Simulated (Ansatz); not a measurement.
# CH4ClInO2 (SMILES O[CH2][In]([OH])[Cl]): what the fields show

Input file:

```
crystal:
  periodic: [false, false, false]
  atoms:
    - {symbol: O, position_ang: [1.417031, -0.528727, -1.428102]}
    - {symbol: C, position_ang: [0.892914, -1.019203, -0.229739]}
    - {symbol: In, position_ang: [-0.719016, 0.275206, 0.421950]}
    - {symbol: O, position_ang: [-2.451255, 0.311557, 1.352753]}
    - {symbol: Cl, position_ang: [-0.104538, 2.445569, -0.329050]}
    - {symbol: H, position_ang: [1.637833, 0.403859, -1.328225]}
    - {symbol: H, position_ang: [1.630896, -1.067104, 0.578879]}
    - {symbol: H, position_ang: [0.511179, -2.022868, -0.411662]}
    - {symbol: H, position_ang: [-2.815035, 1.201710, 1.373186]}
basis:
  gaussian: {orbitals: def2-TZVPP}
hamiltonian: {xc: pbe0, dispersion: d4}
output: {orbitals: {seedname: orbitals}}
```

Launched as:

```sh
ansatz run in.yaml --threads 4 --pin off --events-out ev --progress --plain --max-ram 10444MiB
```

Geometry: PBE0-D4/def2-TZVP; core potentials replace the inner electrons of In.

The calculation used RKS PBE0-D4/def2-TZVPP (Ansatz 0.2.0).

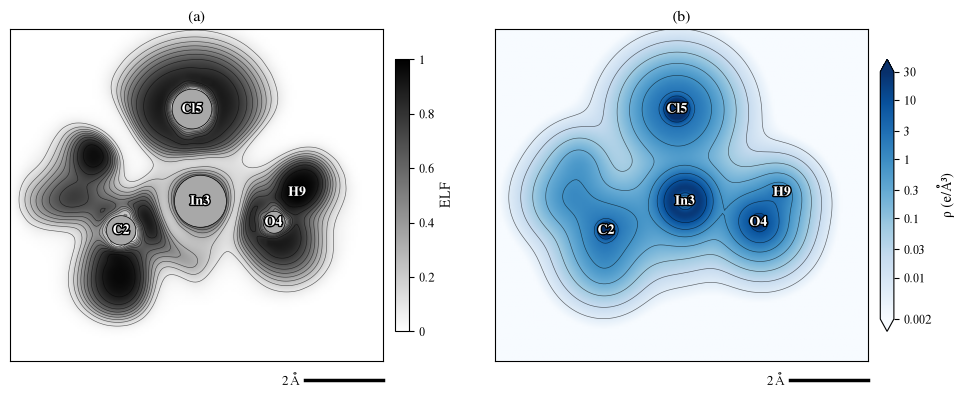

Figure 1. (a) electron localisation function; (b) electron density on the plane of atoms C2, In3 and O4. Grey discs cover the atomic cores in the ELF map.

**Read the bonding off the picture.**

Atoms in the plane: C, In, O, Cl and H.
In–O (1.97 Å): the density is about 0.83 e/Å³ at the midpoint; the ELF peaks at about 0.80 in the valence shell of O, 0.6 Å from its nucleus, and drops to about 0.15 between the two atoms.
C–In (2.17 Å): ρ at the midpoint is about 0.69 e/Å³; the ELF peaks at about 0.90 in the valence shell of C, 0.7 Å from its nucleus, and drops to about 0.20 between the two atoms.
In–Cl (2.38 Å): ρ is about 0.53 e/Å³ halfway; the ELF peaks at about 0.80 in the valence shell of Cl, 0.8 Å from its nucleus, and drops to about 0.15 between the two atoms.
O–H (0.96 Å): ρ at the midpoint is about 3.8 e/Å³; the ELF climbs to about 1 towards the hydrogen, as it does in any bond to H: an ordinary covalent bond to hydrogen.
The ELF also peaks beside O4 and Cl5, away from the bonds: lone-pair regions.

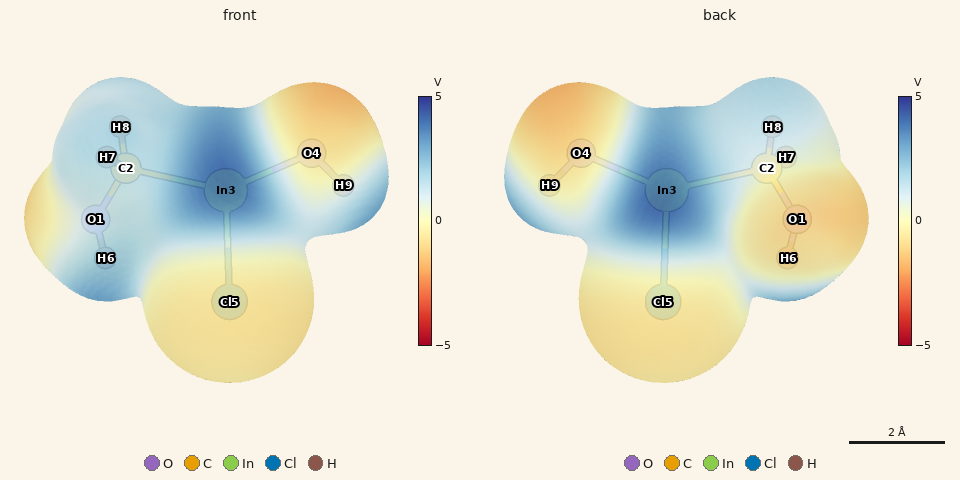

Figure 2. The electrostatic potential painted on the density surface at 0.004 e/bohr³, seen from the front and from behind; the colour scale runs from red (negative) to blue (positive).

**Which sites attract a positive test charge, and which a negative one?**

A positive charge is drawn to the negative regions and a negative charge to the positive ones. The most negative region (about −1.7 V) lies over O4, the most positive (about +4.1 V) over In3. O4 is the likeliest acceptor of a hydrogen bond.

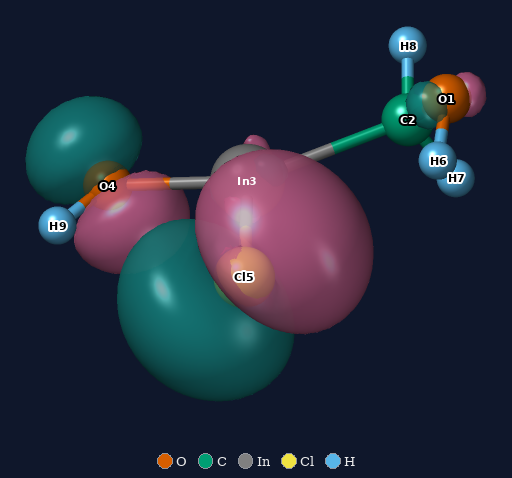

Figure 3. The HOMO−1 at ±0.1 Å⁻³ᐟ² (teal and pink are the two phases), seen at an oblique angle.

**Describe this orbital and give its energy.**

Its weight (Hirshfeld) is mainly on Cl5 (about 75 %) and O4 (about 15 %); largely a lone pair of Cl5. Its energy is −8.63 eV.

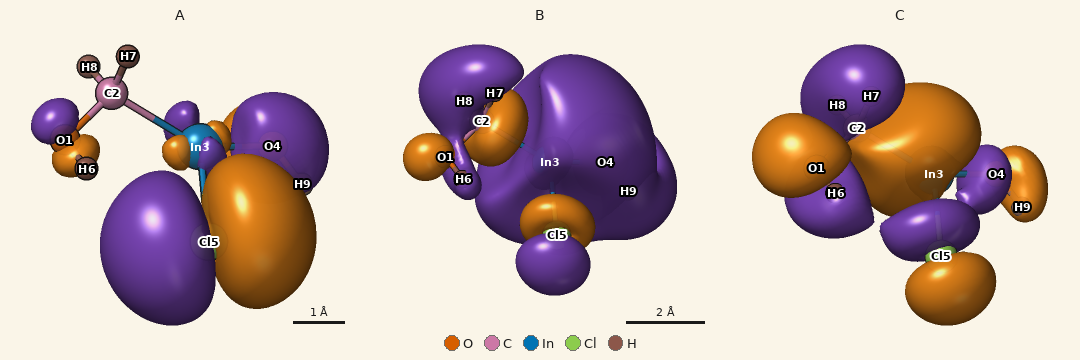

Figure 4. Three frontier orbitals at ±0.05 Å⁻³ᐟ² (orange and purple are the two phases), in no order.

**Order the three orbitals by energy and name them.**

A is the HOMO−1 (−8.63 eV). By Hirshfeld shares it lies mainly on Cl5 (about 75 %) and O4 (about 15 %); largely a lone pair of Cl5. C is the HOMO (−7.64 eV). It lies mainly on O1 (about 35 %), C2 (about 20 %), In3 (about 20 %) and Cl5 (about 10 %). B is the LUMO (−1.52 eV). It lies mainly on In3 (about 50 %), C2 (about 15 %), O4 (about 15 %) and Cl5 (about 10 %).

**What is the HOMO–LUMO gap?**

6.12 eV between the orbital energies.
